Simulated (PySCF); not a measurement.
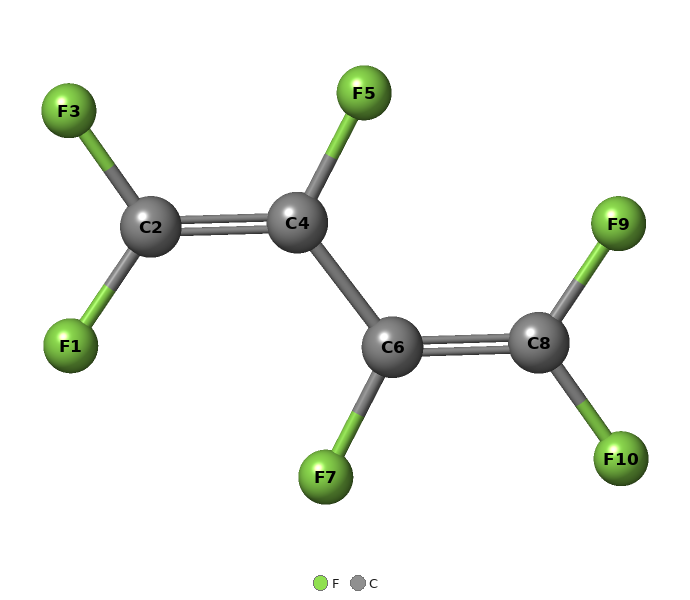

Computed geometry: GFN2-xTB optimisation. No frequency run is at hand to confirm it as a minimum. Level of theory: B3LYP/pcJ-1 indirect spin-spin coupling, non-relativistic, gas phase (PySCF 2.14.0). Isotopes: 13C, 19F.

Give the spin–spin coupling constants of these pairs, with the number of bonds between them: F1/C2, C2/F3, C8/F9, C4/F7, C6/F10, C6/F9, F9/F10, F3/C6, F3/F5, C4/F10, F7/F9.

```tsv
pair	bonds apart	J (Hz)
F1, C2	1	−383.3
C2, F3	1	−378.7
C8, F9	1	−383.4
C4, F7	2	30.2
C6, F10	2	26.7
C6, F9	2	38.3
F9, F10	2	−39.6
F3, C6	3	−7.5
F3, F5	3	64.2
C4, F10	3	−7.4
F7, F9	3	−145.2
```

Density functionals are unreliable for couplings to fluorine, so those rows may be far off.
